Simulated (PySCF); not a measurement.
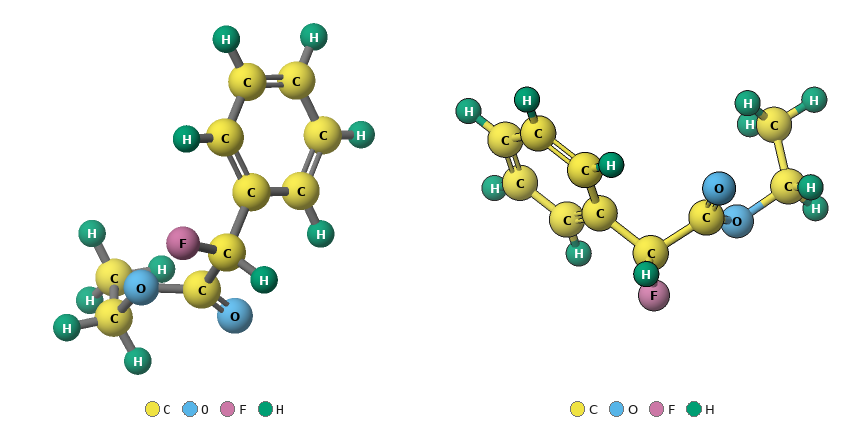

Two views of one molecule.

Computed geometry: PBE0-D3(BJ)/def2-SVP optimisation. No frequency run is at hand to confirm it as a minimum.

> Which formula does it have?

C₁₀H₁₁FO₂, 24 atoms: 10 carbon, 11 hydrogen, 1 fluorine and 2 oxygen.

> What is its SMILES?

CCOC(=O)[C@H](F)c1ccccc1

> Describe its rings.

Independent rings (smallest set): 1 of 6 members, 1 of them aromatic.

> What is the point group of this geometry?

C1.

> Name some functional groups or characteristic bonds that it holds.

Among them: ester, C–F bond.

The parts below concern this one geometry. Atoms keep their numbers from picture to picture.

Spin–spin coupling

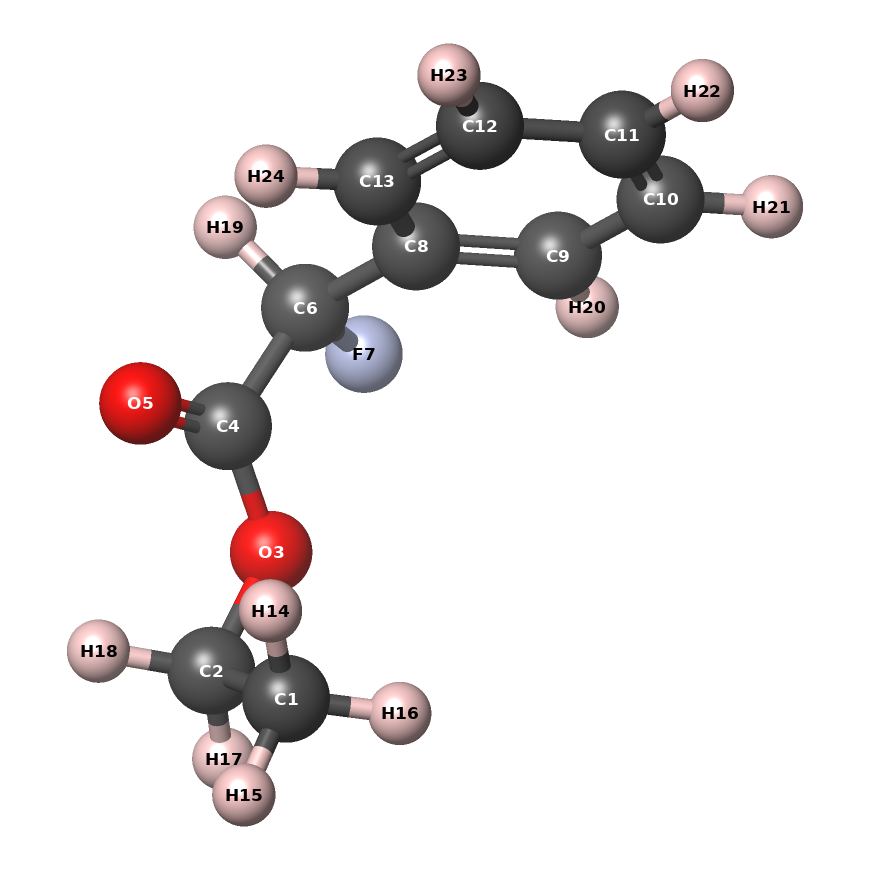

No frequency run is at hand to confirm it as a minimum. Method: B3LYP/pcJ-1 indirect spin-spin coupling, non-relativistic, gas phase (PySCF 2.14.0). Isotopes: 13C, 19F, 1H, 17O.

Give the spin–spin coupling constants of these pairs, with the number of bonds between them: C6/F7, C4/F7, F7/C8, O3/F7, O5/F7, F7/C9.

```json
{"pair": "C6, F7", "bonds apart": "1", "J (Hz)": "−253.5"}
{"pair": "C4, F7", "bonds apart": "2", "J (Hz)": "20.8"}
{"pair": "F7, C8", "bonds apart": "2", "J (Hz)": "19.1"}
{"pair": "O3, F7", "bonds apart": "3", "J (Hz)": "−5.2"}
{"pair": "O5, F7", "bonds apart": "3", "J (Hz)": "3.1"}
{"pair": "F7, C9", "bonds apart": "3", "J (Hz)": "18.6"}
```

Density functionals are unreliable for couplings to fluorine, so those rows may be far off.

Levels of theory compared

No frequency run is at hand to confirm it as a minimum. Program: PySCF 2.14.0.

Tabulate dipole (D), HOMO–LUMO gap (eV) at these levels: B3LYP/pcJ-1; PBE0/def2-SVPD; PBE0/pcSseg-1; ωB97X-D/pcSseg-1.

| level | dipole (D) | HOMO–LUMO gap (eV) |
| --- | --- | --- |
| B3LYP/pcJ-1 | 1.36 | 6.23 |
| PBE0/def2-SVPD | 1.41 | 6.59 |
| PBE0/pcSseg-1 | 1.39 | 6.65 |
| ωB97X-D/pcSseg-1 | 1.39 | 10.17 |

Excitation

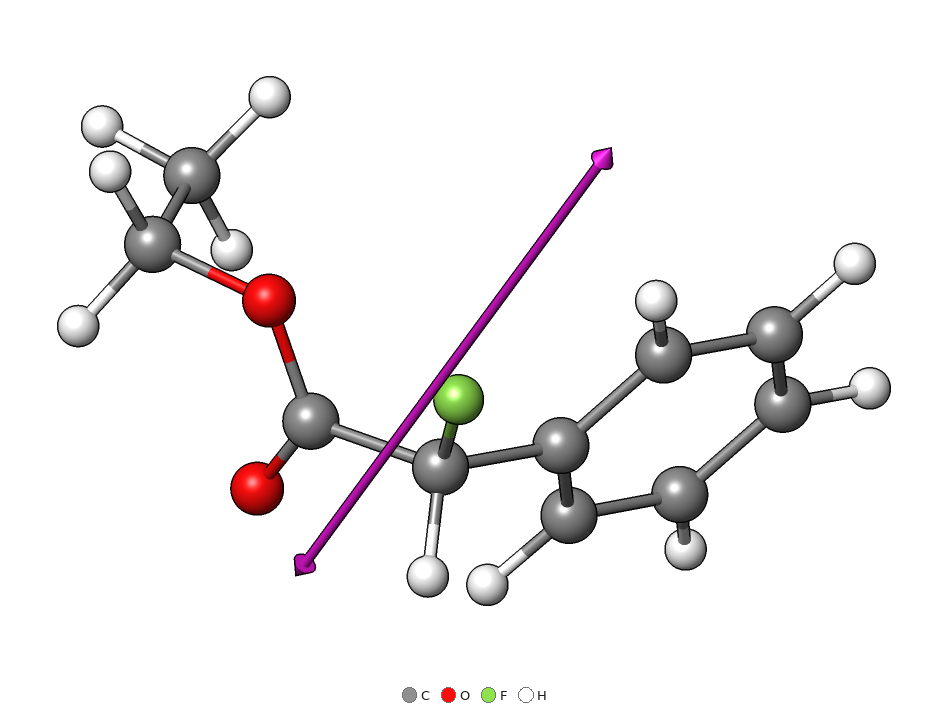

The double arrow shows the direction of the transition dipole to excited singlet state 4 (its length means nothing). No frequency run is at hand to confirm it as a minimum. Properties computed with TDDFT PBE0/def2-SVPD, vertical, gas phase, core orbitals frozen in the response (PySCF 2.14.0).

> Give its energy, strength and character.

6.42 eV (193 nm), oscillator strength 0.067, of mixed character, with the largest part HOMO−1 → LUMO+2 (weight 0.32); transition dipole 1.66 D.
